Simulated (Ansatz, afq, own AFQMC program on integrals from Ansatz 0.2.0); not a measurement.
# SiH₃ (doublet): quantum Monte Carlo beside coupled cluster at scale of all distances = 1.000, 6-31G, part 2 of 2

Ansatz 0.2.0, Gaussian basis, and an in-house AFQMC program (afq) on its integrals; all values are calculated; 6-31G, frozen cores. Earlier steps stand in the parts before.

### 14 Phaseless AFQMC, CISD trial on UHF

It reads the integrals that the CCSD(T) run on this determinant wrote.

Launch:

```
$ afq ham --method phaseless --trial cisd --walkers 4000 --populations 20 --least-time 60 --time-step 0.005 --steps-per-block 50 --equilibration-blocks 28 --max-blocks 4000 --target-error 0.00016 --factor-cut 1e-05 --start spin_pure --seed 3171 --release-times 0.24,0.51,0.99,1.62,2.4 --release-step 0.03 --release-every 3 --taylor-order 6
```

What it wrote:

```text
orbitals 14  electrons 4 3  factors 84 of 236
reference energy -290.56686113 Eh
CCSD correlation -0.06836534 Eh in 10 cycles, weight of the determinant in the CISD state 0.9491
energy of the start -290.635203 Eh
 block  time / (1/Eh)  mean weight  energy / Eh
     1     0.250  0.9999  -290.634890
     2     0.500  0.9999  -290.634933
     3     0.750  0.9999  -290.635087
     4     1.000  1.0000  -290.635262
     5     1.250  1.0000  -290.635451
     6     1.500  1.0000  -290.635626
     7     1.750  1.0001  -290.635749
     8     2.000  0.9999  -290.635844
     9     2.250  0.9999  -290.635830
    10     2.500  1.0000  -290.635947
    11     2.750  0.9999  -290.636049
    12     3.000  1.0000  -290.635997
    13     3.250  1.0001  -290.636089
    14     3.500  0.9999  -290.636175
    15     3.750  0.9998  -290.636229
    16     4.000  1.0000  -290.636269
    17     4.250  1.0000  -290.636203
    18     4.500  1.0001  -290.636266
    19     4.750  1.0000  -290.636313
    20     5.000  0.9999  -290.636396
    21     5.250  1.0000  -290.636381
    22     5.500  1.0001  -290.636341
    23     5.750  0.9999  -290.636409
    24     6.000  1.0000  -290.636332
    25     6.250  1.0001  -290.636295
    26     6.500  1.0001  -290.636304
    27     6.750  1.0001  -290.636293
    28     7.000  0.9999  -290.636210
    29     7.250  1.0000  -290.636218
    30     7.500  1.0000  -290.636199
    31     7.750  1.0000  -290.636160
    32     8.000  0.9999  -290.636142
    33     8.250  1.0000  -290.636060
    34     8.500  1.0001  -290.636157
    35     8.750  1.0000  -290.636128
    36     9.000  1.0000  -290.636226
    37     9.250  0.9997  -290.636192
    38     9.500  0.9999  -290.636345
    39     9.750  0.9999  -290.636346
    40    10.000  1.0000  -290.636328
    41    10.250  1.0001  -290.636237
    42    10.500  1.0001  -290.636360
    43    10.750  1.0000  -290.636362
    44    11.000  1.0000  -290.636248
    45    11.250  1.0000  -290.636180
    46    11.500  0.9999  -290.636231
    47    11.750  1.0001  -290.636147
    48    12.000  1.0000  -290.636195
    49    12.250  1.0000  -290.636270
    50    12.500  1.0000  -290.636164
    51    12.750  1.0000  -290.636182
    52    13.000  0.9999  -290.636299
    53    13.250  1.0001  -290.636292
    54    13.500  1.0000  -290.636300
    55    13.750  1.0000  -290.636225
    56    14.000  1.0001  -290.636327
    57    14.250  1.0000  -290.636248
    58    14.500  1.0000  -290.636185
    59    14.750  1.0000  -290.636153
    60    15.000  1.0001  -290.636195
    61    15.250  1.0000  -290.636276
    62    15.500  1.0001  -290.636177
    63    15.750  1.0000  -290.636181
    64    16.000  1.0000  -290.636031
    65    16.250  0.9999  -290.636139
    66    16.500  1.0000  -290.636180
    67    16.750  1.0000  -290.636193
    68    17.000  1.0000  -290.636138
    69    17.250  0.9999  -290.636185
    70    17.500  1.0000  -290.636092
    71    17.750  0.9999  -290.636191
    72    18.000  0.9999  -290.636222
    73    18.250  0.9999  -290.636299
    74    18.500  1.0000  -290.636249
    75    18.750  1.0000  -290.636326
    76    19.000  1.0001  -290.636295
    77    19.250  0.9999  -290.636264
    78    19.500  1.0001  -290.636264
error from the spread of 20 populations
released: time / (1/Eh)  energy / Eh  error  mean overlap
  0.24  -290.636262  0.000020  0.9987
  0.51  -290.636263  0.000019  0.9985
  0.99  -290.636267  0.000011  0.9991
  1.62  -290.636271  0.000011  0.9996
  2.40  -290.636270  0.000010  1.0014
energy -290.636220 +/- 0.000019 Eh
```

It took 22 s on 1 × NVIDIA H100 80GB HBM3 with 2 threads of AMD EPYC 7R13 (Zen 3), shared host; peak host memory 1.5 GiB.

Energy -7908.6144 ± 0.0005 eV. Caveats: constraint bias not in the error.

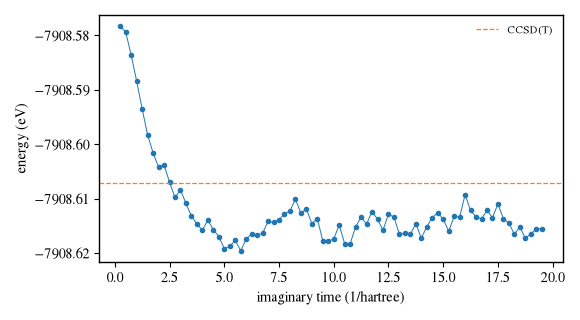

Block energies along the walk.

### 15 Phaseless AFQMC, single-determinant trial on UHF

It reads the integrals that the CCSD(T) run on this determinant wrote.

Launch:

```
$ afq ham --method phaseless --trial hf --walkers 4000 --populations 20 --least-time 40 --time-step 0.005 --steps-per-block 20 --equilibration-blocks 112 --max-blocks 4000 --target-error 0.0008 --factor-cut 1e-05 --start spin_pure --seed 6874 --taylor-order 6
```

What it wrote:

```text
orbitals 14  electrons 4 3  factors 84 of 236
reference energy -290.56686113 Eh
CCSD correlation -0.06836534 Eh in 10 cycles, weight of the determinant in the CISD state 0.9491
energy of the start -290.566981 Eh
 block  time / (1/Eh)  mean weight  energy / Eh
     1     0.100  1.0001  -290.576690
     2     0.200  1.0004  -290.584763
     3     0.300  1.0004  -290.591695
     4     0.400  1.0002  -290.597340
     5     0.500  1.0002  -290.602065
     6     0.600  1.0003  -290.606544
     7     0.700  1.0001  -290.609828
     8     0.800  1.0003  -290.612760
     9     0.900  1.0002  -290.615835
    10     1.000  1.0001  -290.618312
    13     1.300  1.0000  -290.623468
    17     1.700  1.0000  -290.627652
    21     2.100  1.0000  -290.630470
    25     2.500  1.0000  -290.632519
    29     2.900  1.0000  -290.633921
    33     3.300  0.9998  -290.633565
    37     3.700  1.0000  -290.634143
    41     4.100  1.0000  -290.634021
    45     4.500  1.0001  -290.633352
    49     4.900  0.9998  -290.632893
    53     5.300  1.0002  -290.635596
    57     5.700  1.0002  -290.637761
    61     6.100  0.9998  -290.635414
    65     6.500  1.0000  -290.635375
    69     6.900  1.0000  -290.634947
    73     7.300  1.0001  -290.635116
    77     7.700  0.9998  -290.636547
    81     8.100  1.0000  -290.637488
    85     8.500  0.9999  -290.636956
    89     8.900  0.9999  -290.637015
    93     9.300  0.9999  -290.636388
    97     9.700  1.0000  -290.637914
   101    10.100  1.0002  -290.635713
   105    10.500  1.0001  -290.636884
   109    10.900  1.0001  -290.636606
   113    11.300  1.0000  -290.638764
   117    11.700  1.0000  -290.637470
   121    12.100  0.9999  -290.637659
   125    12.500  1.0000  -290.636476
   129    12.900  1.0000  -290.634955
   133    13.300  1.0001  -290.635499
   137    13.700  1.0001  -290.635484
   141    14.100  0.9999  -290.634851
   145    14.500  1.0001  -290.635885
   149    14.900  0.9999  -290.636603
   153    15.300  1.0000  -290.636309
   157    15.700  1.0001  -290.635299
   161    16.100  1.0000  -290.638062
   165    16.500  1.0000  -290.636625
   169    16.900  0.9998  -290.636387
   173    17.300  1.0000  -290.636522
   177    17.700  0.9999  -290.634910
   181    18.100  0.9998  -290.635407
   185    18.500  1.0000  -290.633804
   189    18.900  1.0001  -290.636683
error from the spread of 20 populations
energy -290.636077 +/- 0.000489 Eh
```

Wall time 16 s (1 × NVIDIA H100 80GB HBM3 with 2 threads of AMD EPYC 7R13 (Zen 3), shared host); peak host memory 1.5 GiB.

Energy -7908.6106 ± 0.0133 eV. Caveats: constraint bias not in the error.

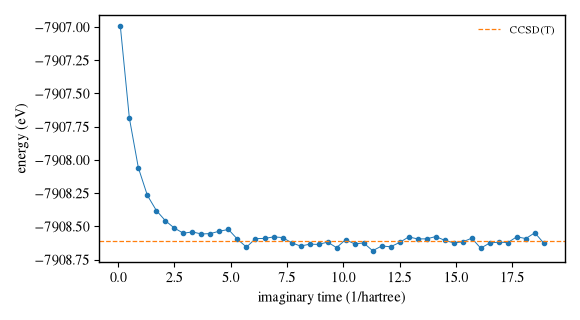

Block energies along the walk.

### 16 Free-projection AFQMC, CISD trial on UHF

It reads the integrals that the CCSD(T) run on this determinant wrote.

Launch:

```
$ afq ham --method free --trial cisd --walkers 4000 --time-step 0.03 --max-blocks 4000 --target-error 0.00032 --factor-cut 1e-05 --seed 1819 --times 0,0.3,0.6,1.2,1.8,2.4,3.6,4.8,6 --taylor-order 8
```

What it wrote:

```text
orbitals 14  electrons 4 3  factors 84 of 236
reference energy -290.56686113 Eh
CCSD correlation -0.06836534 Eh in 10 cycles, weight of the determinant in the CISD state 0.9491
repeat  energy at the last time / Eh  error
    10  -290.636307  0.000021
    20  -290.636302  0.000017
    30  -290.636306  0.000012
time / (1/Eh)  energy / Eh  error  mean overlap
  0.00  -290.635229  0.000005  1.0537
  0.30  -290.635672  0.000005  1.0542
  0.60  -290.635912  0.000006  1.0543
  1.20  -290.636124  0.000007  1.0553
  1.80  -290.636214  0.000007  1.0547
  2.40  -290.636253  0.000007  1.0541
  3.60  -290.636269  0.000010  1.0585
  4.80  -290.636282  0.000009  1.0572
  6.00  -290.636307  0.000012  1.0559
energy -290.636307 +/- 0.000012 Eh
```

It took 18 s on 1 × NVIDIA H100 80GB HBM3 with 2 threads of AMD EPYC 7R13 (Zen 3), shared host; peak host memory 1.5 GiB.

Energy -7908.6168 ± 0.0003 eV. Caveats: remainder of the start not in the error.

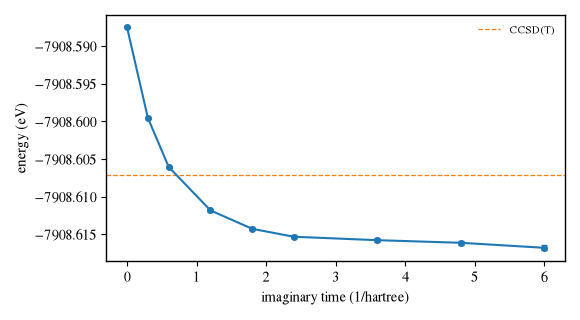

Energy against projection time, with error bars.

### 17 All levels side by side

The full CI on restricted orbitals is not used as the yardstick for these unrestricted rows.

On the UHF determinant, counted from CCSDTQ (a yardstick, not exact):

```
                                                              level  energy (eV)  from CCSDTQ (kcal/mol)  statistical error (kcal/mol)  time
                                                                 HF   -7906.7271                  +43.56                                    
                                                                MP2   -7908.0503                  +13.05                                    
                                                               CCSD   -7908.5874                   +0.66                                    
                                                            CCSD(T)   -7908.6071                   +0.21                                    
                                                           CCSDT(Q)   -7908.6160                    0.00                                    
                                                             CCSDTQ   -7908.6162                    0.00                                    
              Phaseless AFQMC, CISD trial, step 0.005, 4000 walkers   -7908.6144                   +0.04                          0.01  22 s
Phaseless AFQMC, single-determinant trial, step 0.005, 4000 walkers   -7908.6106                   +0.13                          0.31  16 s
         Free-projection AFQMC, CISD trial, step 0.03, 4000 walkers   -7908.6168                   -0.01                          0.01  18 s
```

The functionals' totals stand on their own zeros and serve differences with other points: PBE -7919.187 eV; r2SCAN -7922.714 eV; PBE0 -7920.009 eV; B3LYP -7924.134 eV; wB97M-V -7922.415 eV; B2PLYP -7919.231 eV.

### 18 Summary of results

This closing draws on all 2 parts.

```
                                                    quantity                  value
                                  CCSD(T) on UHF from CCSDTQ         +0.21 kcal/mol
              Phaseless AFQMC, CISD trial on UHF from CCSDTQ  +0.04 ± 0.01 kcal/mol
Phaseless AFQMC, single-determinant trial on UHF from CCSDTQ  +0.13 ± 0.31 kcal/mol
        Free-projection AFQMC, CISD trial on UHF from CCSDTQ  -0.01 ± 0.01 kcal/mol
```

On UHF the phaseless walk with the CISD trial lies +0.04 kcal/mol from CCSDTQ, 3 times its error bar. Free projection has no constraint; at the last time it gives -0.01 ± 0.01 kcal/mol, and from a start that isn't spin pure other spins can mix in. Error bars are statistical and leave out the constraint, the time step and what remains of the start.
